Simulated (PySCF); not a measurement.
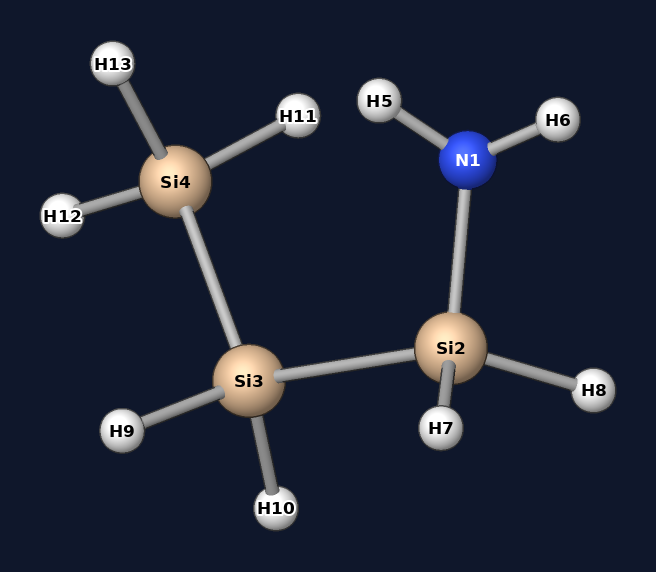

The questions are on isotropic NMR shieldings of the Si atoms. Computed geometry: GFN2-xTB optimisation. No frequency run is at hand to confirm it as a minimum. Properties computed with GIAO PBE0/pcSseg-1 NMR shielding, non-relativistic, gas phase (PySCF 2.14.0).

Give the isotropic NMR shieldings of the Si atoms atom by atom.

```csv
atom,σ (ppm)
Si2,398.0
Si3,481.4
Si4,466.3
```

The geometry is semi-empirical. Around Si such bond lengths and angles can be off by a tenth of an ångström or more and by several degrees, and values that hang on the shape move with them.
